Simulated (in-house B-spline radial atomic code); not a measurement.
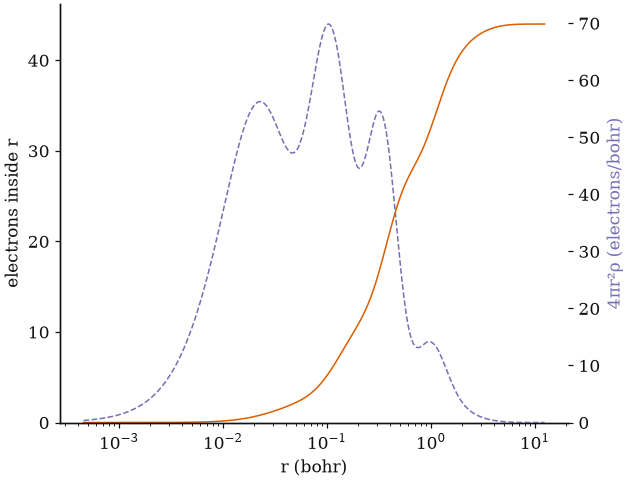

The neutral ruthenium atom in the configuration [Kr] 4d7 5s1 (high spin). Computed with an in-house B-spline radial code: scalar-relativistic (spin-free one-electron X2C) Hartree-Fock, spin-polarised, average of configuration, Fermi nucleus, basis-set limit. Radial functions and radii carry no picture-change correction.

The plot shows the number of electrons inside radius r (solid) and the radial density 4πr²ρ (dashed).

### Describe it and give its main numbers.

The count levels off at 44 electrons. Half of them lie within 0.423 bohr, 90 % within 1.69 bohr and 99 % within 3.96 bohr. The radial density has minima at 0.046, 0.21 and 0.75 bohr, where the count stands at 2.0, 11.1 and 29.1; these part the shells that the density resolves.
